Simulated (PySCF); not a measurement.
# CH₁₀OSi₃: NMR shifts, electronic excitations and K edges in gas and solvents, part 2 of 2

PySCF 2.14.0. Atoms count from 0.

**8. Core excitations: BHandHLYP/def2-SVPD+aug-pcX-1+pcseg-1**

What the job is given:

```
{"job": {"kind": "xas", "xc": "BHandHLYP", "basis": {"default": "aug-pcX-1", "H": "pcseg-1", "Si": "def2-SVPD"}}, "charge": 0, "multiplicity": 1}
C      2.188671     0.863646     0.272547
Si     1.402960    -0.636121    -0.558688
Si    -0.756970    -0.936109     0.295795
O     -1.433566    -2.274288    -0.460973
Si    -2.033905     1.002747    -0.088077
H      2.244900     0.723599     1.362781
H      3.209590     1.027763    -0.104474
H      1.601206     1.773330     0.073693
H      1.303328    -0.417890    -2.036881
H      2.226147    -1.864464    -0.324297
H     -0.683597    -1.123578     1.787206
H     -2.339832    -2.483040    -0.214306
H     -1.444163     2.158450     0.661205
H     -3.453446     0.828458     0.359161
H     -2.044961     1.341444    -1.545888
```

With the program's defaults for keys left out, this is: core-valence-separated TDA BHandHLYP/aug-pcX-1 H:pcseg-1 Si:def2-SVPD, K edges, non-relativistic, gas phase.

Standard output:

```text
coarse grid: 13248 points
cycle   1  E = -987.3342971381  dE = -1.045e-01  |g| = 6.610e-01  |ddm| = 3.596e+00
cycle   2  E = -987.2993474829  dE =  3.495e-02  |g| = 8.266e-01  |ddm| = 1.191e+00
cycle   3  E = -987.4214972923  dE = -1.221e-01  |g| = 5.816e-02  |ddm| = 6.896e-01
cycle   4  E = -987.4221243047  dE = -6.270e-04  |g| = 2.733e-02  |ddm| = 7.979e-02
cycle   5  E = -987.4223116400  dE = -1.873e-04  |g| = 4.313e-03  |ddm| = 2.775e-02
cycle   6  E = -987.4223167197  dE = -5.080e-06  |g| = 5.535e-04  |ddm| = 6.043e-03
final grid: 111920 points
cycle   7  E = -987.5074188533  dE = -3.161e-05  |g| = 2.155e-03  |ddm| = 1.719e-02
cycle   8  E = -987.5074191484  dE = -2.951e-07  |g| = 1.658e-03  |ddm| = 3.625e-03
cycle   9  E = -987.5074198219  dE = -6.735e-07  |g| = 1.915e-04  |ddm| = 1.545e-03
cycle  10  E = -987.5074198314  dE = -9.499e-09  |g| = 5.779e-05  |ddm| = 2.649e-04
cycle  11  E = -987.5074198323  dE = -8.226e-10  |g| = 1.944e-05  |ddm| = 8.832e-05
converged SCF energy = -987.5074198323

C K edge
   eV          f      from atoms
  284.852   0.00106   C0
  285.695   0.02336   C0
  285.940   0.02920   C0
  286.002   0.03257   C0
  286.372   0.00484   C0
  286.686   0.00182   C0
  286.764   0.00360   C0
  286.931   0.00845   C0

O K edge
   eV          f      from atoms
  531.450   0.01357   O3
  533.034   0.03311   O3
  533.930   0.00894   O3
  534.139   0.00947   O3
  534.564   0.00479   O3
  534.597   0.00742   O3
  534.875   0.00253   O3
  535.213   0.00296   O3
```

Wall time 21 s (1 thread of Arm Neoverse N1, shared host); peak memory 0.81 GiB.

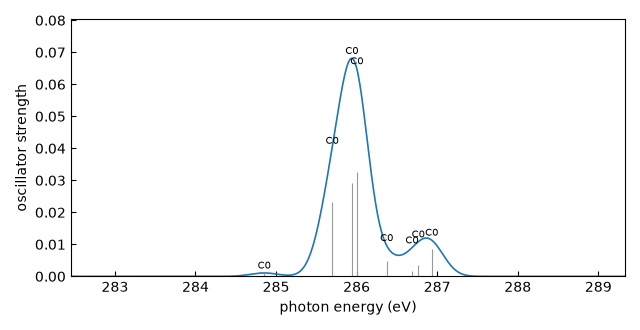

The C K edge. Lines are broadened to a width of 0.40 eV (Gaussian).

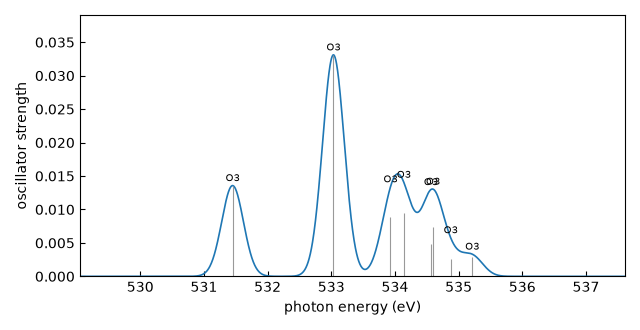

The O K edge. Lines are broadened to a width of 0.40 eV (Gaussian).

**9. Side by side: NMR shifts**

Shifts (ppm) of some atoms, chosen among heavy atoms and hydrogens apart, with basis size and wall time:

| run | C0 | H8 | H11 | Si2 | Si1 | Si4 | O3 | functions | time |
| --- | --- | --- | --- | --- | --- | --- | --- | --- | --- |
| PBE0/pcSseg-1 in acetonitrile | -11.4 | 3.88 | 0.90 | -6.3 | -69.6 | -107.5 | 0.2 | 156 | 31 s |
| PBE0/pcSseg-1 in dichloromethane | -11.4 | 3.91 | 0.76 | -6.6 | -69.5 | -107.6 | -0.2 | 156 | 26 s |

The continuum's effect on the ground state:

| solvent | ε | polarisation energy (Eh) | μ (D) |
| --- | --- | --- | --- |
| dichloromethane | 8.93 | -0.0065 | 1.44 |
| acetonitrile | 35.69 | -0.0077 | 1.53 |

**10. Side by side: electronic excitations**

Excitations and ground-state properties, with basis size and wall time:

| run | lowest singlet (eV) | brightest (eV) | f | gap (eV) | α (Å³) | μ (D) | functions | time |
| --- | --- | --- | --- | --- | --- | --- | --- | --- |
| PBE0/def2-SVPD | 5.49 | 7.14 | 0.113 | 6.71 | 15.81 | 1.10 | 195 | 46 s |
| PBE0/def2-SVPD in acetonitrile | 5.54 | 7.13 | 0.238 | 6.77 | 21.98 | 1.63 | 195 | 40 s |
| PBE0/def2-SVPD in dichloromethane | 5.53 | 7.12 | 0.254 | 6.77 | 20.95 | 1.53 | 195 | 40 s |

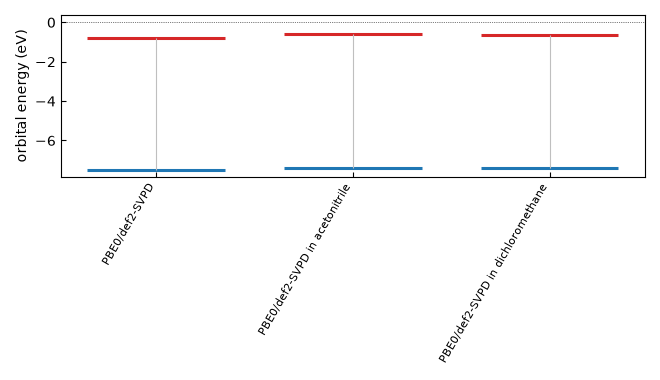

HOMO (blue) and LUMO (red) run by run.

The continuum's effect on the ground state:

| solvent | ε | polarisation energy (Eh) | μ (D) |
| --- | --- | --- | --- |
| dichloromethane | 8.93 | -0.0063 | 1.53 |
| acetonitrile | 35.69 | -0.0075 | 1.63 |

**11. Summary of results**

The summary covers parts 1 to 2.

| quantity | value |
| --- | --- |
| point group | C1 |
| rotational constants (main isotopes) | 2.63, 1.48, 1.04 GHz |
| ¹³C shifts against TMS (PBE0/pcSseg-1, acetonitrile) | -11.4 ppm |
| ¹H shifts against TMS (PBE0/pcSseg-1, acetonitrile, means over atoms taken as alike) | 5.68, 4.01, 3.88, 3.44, 0.90, 0.19 ppm |
| ²⁹Si shifts against TMS (PBE0/pcSseg-1, acetonitrile) | -6.3, -69.6, -107.5 ppm |
| ¹⁷O shifts against H2O (PBE0/pcSseg-1, acetonitrile) | 0.2 ppm |
| lowest singlet (PBE0/def2-SVPD) | 5.49 eV (226 nm), f = 0.024 |
| brightest single state of those computed | state 6, 7.14 eV, f = 0.113 |
| C K edge | first line 284.85 eV, strongest 286.00 eV (f = 0.033) |
| O K edge | first line 531.45 eV, strongest 533.03 eV (f = 0.033) |
| range of the shift of O3 | -0.2 to 0.2 ppm |
| range of the lowest singlet | 5.49 to 5.54 eV |

What this shows: The optimisation took 11 steps and gained 0.354 eV; among the close pairs (by a distance rule), Si2–O3 changed most, from 1.617 to 1.680 Å. No frequency check was run at this level, so the end point may be a saddle. At PBE0/pcSseg-1: The widest tensor belongs to Si2: span 201 ppm, with a paramagnetic part of -521 ppm. The lowest singlet, at 5.49 eV, is HOMO→LUMO 0.97 and is weak; of the 6 states computed, the strongest absorption comes from state 6 at 7.14 eV (the last computed, so partners may be missing). At the C edge the strongest single line lifts a 1s electron of C0 into several orbitals, led by LUMO+4 (weight 0.31), 1.2 eV above the first line. At the O edge the strongest single line lifts a 1s electron of O3 into several orbitals, led by LUMO+8 (weight 0.31), 1.6 eV above the first line. Absolute edge energies from this method are off by several eV; spacings are better. Across the 2 runs the shift of O3 moves most, between -0.2 (PBE0/pcSseg-1 in dichloromethane) and 0.2 ppm (PBE0/pcSseg-1 in acetonitrile). The continuum holds electrostatics alone: no hydrogen bonds to the solvent, and the gas-phase geometry is kept. The lowest singlet runs from 5.49 eV (PBE0/def2-SVPD) to 5.54 eV (PBE0/def2-SVPD in acetonitrile), while the orbital gap spans 6.71 to 6.77 eV. The lowest state need not be the same one in every run.
